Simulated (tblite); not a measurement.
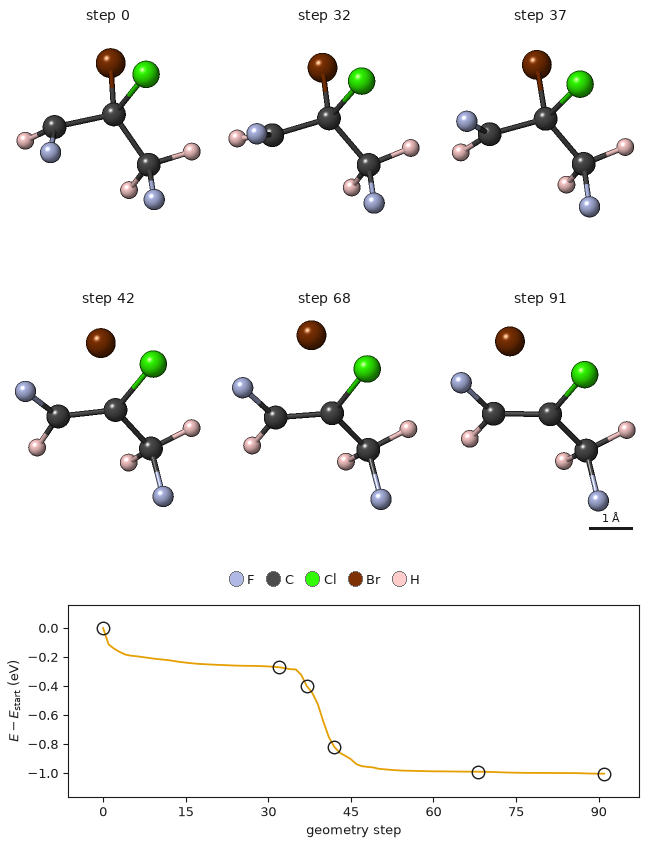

Frames of a relaxation of C$_{3}$H$_{3}$BrClF$_{2}$ (multiplicity 2), marked on the history of the run. Style: ball-and-stick. Shown at a tilt.

All numbers below come from GFN2-xTB geometry optimisation, gas phase in tblite 0.8.0. 

**Describe the path.**

The largest move after the best rigid fit is that of an F atom, 1.40 Å. Largest moves by element: F 1.40 Å, Br 0.97 Å, C 0.73 Å, Cl 0.64 Å, H 0.47 Å. Among the contacts that change: Br–C 1.946 → 3.335 Å, Br–Cl 2.970 → 4.331 Å, Br–C 2.818 → 3.626 Å, Br–C 2.811 → 3.132 Å. Bonds break, among them: Br–C (1.95 → 3.34 Å). Among the angles between lasting bonds that change: C–C–Cl 106.4° → 121.3°, F–C–C 114.7° → 122.6°, C–C–H 117.0° → 124.3°. Over 91 geometry steps the energy falls by 1.003 eV. The run took 0.58 s on 1 thread of Arm Neoverse V2, with other jobs on the host. From step 0 to 32: an F atom moves most (0.50 Å), energy −0.271 eV. From step 32 to 37: an H atom moves most (0.37 Å), energy −0.130 eV. From step 37 to 42: an F atom moves most (0.46 Å), energy −0.418 eV. From step 42 to 68: the Br atom moves most (0.42 Å), energy −0.171 eV. From step 68 to 91: the Br atom moves most (0.41 Å), energy −0.013 eV.
